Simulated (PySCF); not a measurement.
**Si2H6SO: geometry relaxation**

System: Si2H6SO, SMILES O[SiH2]S[SiH3].
Method: PBE0-D3(BJ)/def2-SVP geometry optimisation, gas phase (PySCF 2.14.0).

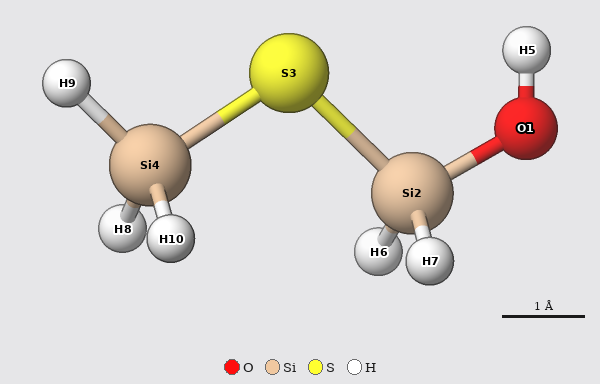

The structure as given in the input (ball-and-stick view, seen at a tilt; atoms are numbered from 1 in the order of the input). Bond lengths as drawn: H–O 0.96 Å, H–Si 1.45 to 1.48 Å, O–Si 1.64 Å and S–Si 2.08 to 2.16 Å.

### Summary

| quantity | value |
| --- | --- |
| outcome | converged |
| total energy | −1055.260242 hartree |
| dipole moment | 0.68 D |
| point group | C1 |
| hardware | 1 CPU thread, shared host |
| wall time | 24 s |
| peak memory | 0.41 GiB |

### Input file
```
{"job": {"xc": "PBE0", "basis": "def2-SVP", "d3": "d3bj", "grid": 1, "shake": 0.01, "kind": "geom"}, "charge": 0, "multiplicity": 1}
O      2.741600    -0.583270     0.014780
Si     1.114640    -0.756200    -0.041350
S      0.230230     1.087870     0.661280
Si    -1.818950     0.736640     0.558920
H      3.111410     0.248510     0.310260
H      0.704700    -0.957790    -1.420020
H      0.747570    -1.826770     0.864870
H     -2.184080     0.448490    -0.828170
H     -2.423490     1.986710     1.059540
H     -2.173210    -0.405110     1.427610
```

The first line tells a small driver script what to run in PySCF; the rest is the geometry in Å.

Launch command:
```bash
OMP_NUM_THREADS=1 python <driver script> task.json out
```

### Log
```
step   0  E = -1055.25543369  max force = 0.026319
step   1  E = -1055.26000641  max force = 0.004027
step   2  E = -1055.26020044  max force = 0.001114
step   3  E = -1055.26023310  max force = 0.000285
step   4  E = -1055.26024165  max force = 0.000360
optimisation converged
```

### Trajectory as extended XYZ (Å, eV, eV/Å), 5 frames, from step=0 to step=4
```
10
Properties=species:S:1:pos:R:3:forces:R:3 step=0 energy=-28714.96296
O     2.7416   -0.5833    0.0148    0.5975   0.0190  -0.0158
Si    1.1146   -0.7562   -0.0413   -0.0988   0.8112   0.2871
S     0.2302    1.0879    0.6613    1.3534   0.3094   0.1372
Si   -1.8190    0.7366    0.5589   -0.3767  -0.1369   0.2349
H     3.1114    0.2485    0.3103    0.0940   0.1629   0.0445
H     0.7047   -0.9578   -1.4200   -0.3344  -0.3058  -0.6364
H     0.7476   -1.8268    0.8649   -0.3773  -0.6814   0.3063
H    -2.1841    0.4485   -0.8282   -0.3686  -0.1110  -0.5113
H    -2.4235    1.9867    1.0595   -0.2458   0.1669   0.0210
H    -2.1732   -0.4051    1.4276   -0.2433  -0.2344   0.1324
10
Properties=species:S:1:pos:R:3:forces:R:3 step=1 energy=-28715.08739
O     2.7620   -0.5691   -0.0421    0.0184  -0.0150   0.0023
Si    1.1119   -0.7153   -0.0712    0.0335  -0.1363  -0.0359
S     0.3233    1.1370    0.6798   -0.2071   0.0220   0.0012
Si   -1.7919    0.7326    0.5498   -0.0407   0.0695  -0.0192
H     3.1346    0.2769    0.2242   -0.0389  -0.0426  -0.0236
H     0.6205   -0.9834   -1.4540    0.0189   0.0867  -0.0231
H     0.6711   -1.8604    0.7765    0.0392   0.0377   0.0614
H    -2.2230    0.4439   -0.8523    0.0799  -0.0092   0.0082
H    -2.4718    1.9721    1.0221    0.0388  -0.0127   0.0183
H    -2.1918   -0.4218    1.4091    0.0581  -0.0001   0.0104
10
Properties=species:S:1:pos:R:3:forces:R:3 step=2 energy=-28715.09267
O     2.7569   -0.5781   -0.0481    0.0075  -0.0297   0.0037
Si    1.1065   -0.7143   -0.0679   -0.0088  -0.0573  -0.0206
S     0.3137    1.1413    0.6836   -0.0566   0.0155   0.0064
Si   -1.7949    0.7333    0.5486    0.0094   0.0171  -0.0125
H     3.1322    0.2670    0.2137   -0.0002   0.0099  -0.0093
H     0.6115   -0.9649   -1.4526    0.0027   0.0373  -0.0030
H     0.6718   -1.8524    0.7919    0.0182   0.0201   0.0220
H    -2.1999    0.4399   -0.8586    0.0147  -0.0063   0.0001
H    -2.4776    1.9684    1.0244    0.0070  -0.0054   0.0086
H    -2.1751   -0.4276    1.4070    0.0061  -0.0012   0.0045
10
Properties=species:S:1:pos:R:3:forces:R:3 step=3 energy=-28715.09355
O     2.7542   -0.5846   -0.0548    0.0021  -0.0103   0.0133
Si    1.1028   -0.7129   -0.0636   -0.0077  -0.0047  -0.0066
S     0.3110    1.1445    0.6905    0.0053   0.0101   0.0099
Si   -1.7938    0.7324    0.5473    0.0147  -0.0038  -0.0082
H     3.1342    0.2609    0.1991    0.0027   0.0062  -0.0134
H     0.5988   -0.9515   -1.4469   -0.0053   0.0043   0.0015
H     0.6739   -1.8452    0.8055    0.0065   0.0010   0.0004
H    -2.1858    0.4396   -0.8635   -0.0069  -0.0022   0.0004
H    -2.4811    1.9628    1.0271   -0.0045  -0.0003   0.0023
H    -2.1693   -0.4335    1.4012   -0.0068  -0.0005   0.0004
10
Properties=species:S:1:pos:R:3:forces:R:3 step=4 energy=-28715.09379
O     2.7528   -0.5871   -0.0609   -0.0020  -0.0042   0.0185
Si    1.1011   -0.7124   -0.0593   -0.0018   0.0111  -0.0015
S     0.3117    1.1453    0.6989    0.0158   0.0016   0.0092
Si   -1.7918    0.7320    0.5467    0.0058  -0.0044  -0.0065
H     3.1360    0.2598    0.1836    0.0026   0.0052  -0.0165
H     0.5876   -0.9473   -1.4395   -0.0087  -0.0050   0.0018
H     0.6785   -1.8431    0.8146    0.0033  -0.0053  -0.0058
H    -2.1785    0.4442   -0.8666   -0.0073   0.0004   0.0009
H    -2.4827    1.9589    1.0304   -0.0038   0.0006   0.0000
H    -2.1699   -0.4380    1.3941   -0.0040  -0.0001  -0.0001
```

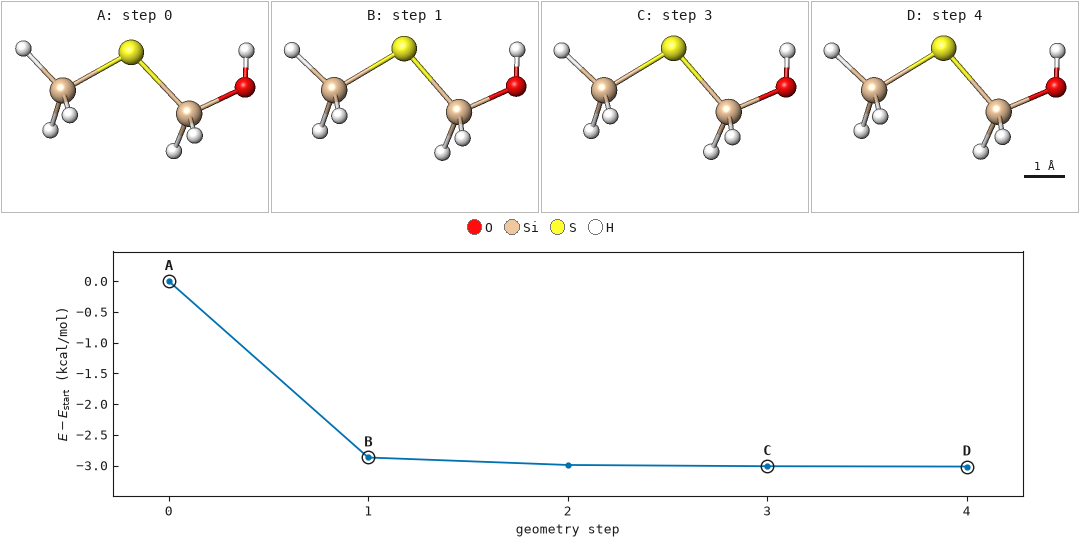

Frames of the relaxation (ball-and-stick view, seen at a tilt) above the curves, on which the letters mark them (steps are counted from 0).

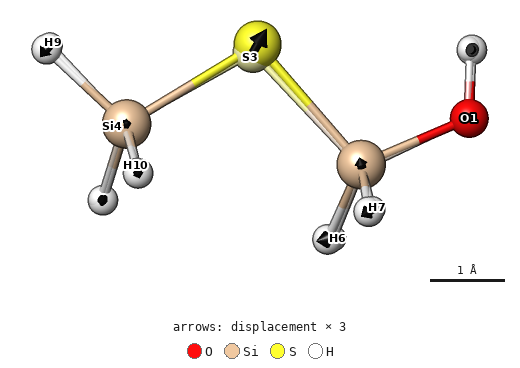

Start (faint) and end (solid) with the displacements as black arrows, magnified 3 times (ball-and-stick view, seen at a tilt). The two geometries are laid on each other by the best rigid fit. Over 4 geometry steps the energy falls by 3.02 kcal/mol. The largest force component goes from 1.4 to 0.018 eV/Å. The largest move after the best rigid fit is that of S3, 0.13 Å. By element the largest moves are S 0.13 Å, H 0.09 Å, Si 0.05 Å, O 0.03 Å. Among the contacts that change: S3–Si4 2.082 → 2.149 Å, Si2–H6 1.452 → 1.491 Å, Si4–H8 1.463 → 1.493 Å, O1–Si2 1.637 → 1.656 Å. Among the angles that change: H6–Si2–H7 114.8° → 109.0°, Si2–S3–Si4 104.0° → 99.7°, H8–Si4–H9 112.7° → 110.3°. (Atoms are counted from 1 in the order of the input.)
